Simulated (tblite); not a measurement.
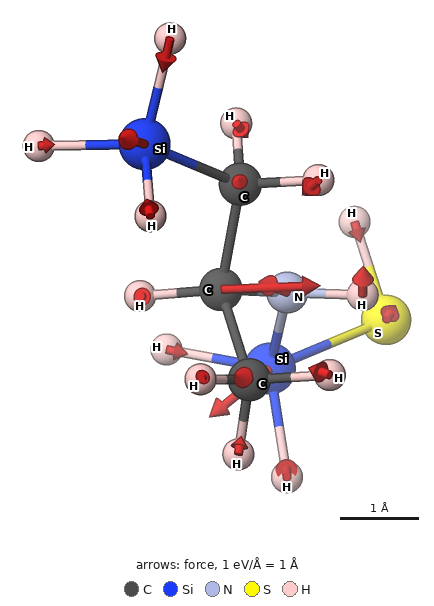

Starting geometry of C3H13NSSi2 with the computed forces as red arrows. Style: ball-and-stick. Shown from a free direction.

All numbers below come from tblite, GFN2-xTB geometry optimisation, gas phase. 

> Is this structure relaxed? If not, where do the atoms go?

It isn't relaxed: the largest force vector, on a C atom, is 1.30 eV/Å. The final displacements have little in common with the starting forces (cosine between the two patterns 0.21). An H atom moves most after the best rigid fit: 0.51 Å. By element the largest moves are H 0.51 Å, S 0.27 Å, Si 0.13 Å, C 0.09 Å, N 0.09 Å. Among the contacts that change: H–Si 1.494 → 1.464 Å, C–N 1.475 → 1.450 Å, S–Si 2.130 → 2.150 Å, C–Si 1.888 → 1.903 Å. Bond angles that change, for instance: N–Si–H 108.1° → 119.0°, Si–N–H 108.5° → 119.3°, S–Si–H 110.5° → 102.9°. Over 107 geometry steps the energy falls by 5.63 kcal/mol.
